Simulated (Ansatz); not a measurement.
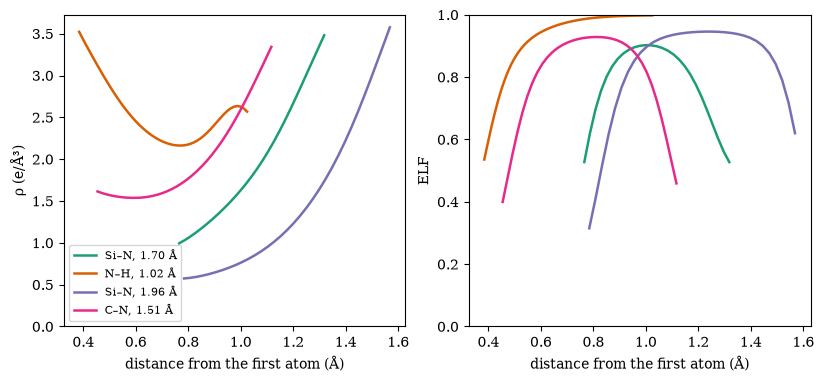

Figure. CH9N2Si (SMILES C[NH2+][SiH2]N) (charge +1). Electron density and electron localisation function along straight lines between neighbouring atoms. The curves leave out the atomic cores.

Geometry: BLYP-D3(BJ)/def2-SVP.

Theory: isolated molecule in a Gaussian basis; Kohn-Sham density functional theory, functional PBE0 in Ansatz.

```xyz
13

C    -0.0583    1.6429    0.6209
N    -0.8306    1.2221   -0.6108
N     1.4315   -0.2637   -1.8098
Si   -0.2152   -0.4484   -1.4304
H     1.0093    1.7172    0.3491
H    -0.4267    2.6176    0.9873
H    -0.1910    0.8735    1.4025
H    -0.7782    1.9760   -1.3206
H    -1.8396    1.1422   -0.3822
H     2.1846   -0.6228   -1.2164
H     1.7665   -0.0002   -2.7409
H    -1.1164   -0.4911   -2.6093
H    -0.4751   -1.3816   -0.3065
```

### What kind of bonding do the profiles show?

Si–N (1.70 Å): ρ is about 1.2 e/Å³ halfway; the ELF peaks at about 0.90 between the atoms: a polar covalent bond.
N–H (1.02 Å): ρ is about 2.8 e/Å³ halfway; the ELF climbs to about 1 towards the hydrogen, as it does in any bond to H; a covalent bond by its length.
Si–N (1.96 Å): the density is about 0.73 e/Å³ at the midpoint; the ELF peaks at about 0.95 between the atoms, as expected for a shared but strongly polarised pair.
C–N (1.51 Å): ρ is about 1.7 e/Å³ halfway; the ELF peaks at about 0.95 between the atoms; a shared electron pair.
